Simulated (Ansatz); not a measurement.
**A computed series for hypothetical zinc blende ScAs: response to strain**

The reference is ScAs in the zinc blende structure (space group F-43m, No. 216; a hypothetical phase, not in the database extracts checked).

```
CELL_PARAMETERS angstrom
      0.00000     3.01953     3.01953
      3.01953     0.00000     3.01953
      3.01953     3.01953     0.00000
ATOMIC_POSITIONS crystal
  As 0.75000 0.75000 0.75000
  Sc 0.00000 0.00000 0.00000
```

Strains are applied to the cell and any free atomic positions relax.

Method: PBEsol, PAW, 420 eV (Ansatz, an electronic-structure program; no spin-orbit coupling).

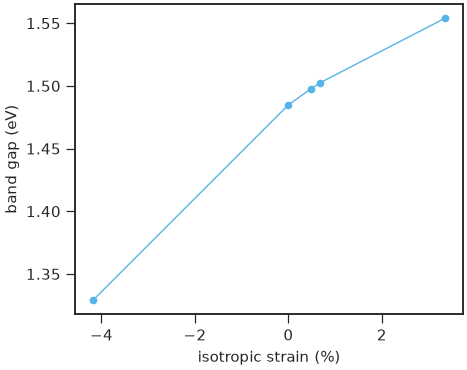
Fig. 1. Band gap against isotropic strain

Task: From the plot, what is the band gap for isotropic strain +0.68 %?

Result: About 1.50 eV.

Task: Is the trend monotonic over the range shown?

Result: Yes, it rises throughout, spanning 1.33 eV to 1.55 eV.

Gaps are Kohn–Sham eigenvalue differences; semilocal functionals usually give less than the measured gap. Stability against distortions was not tested. All final runs are without spin polarisation.
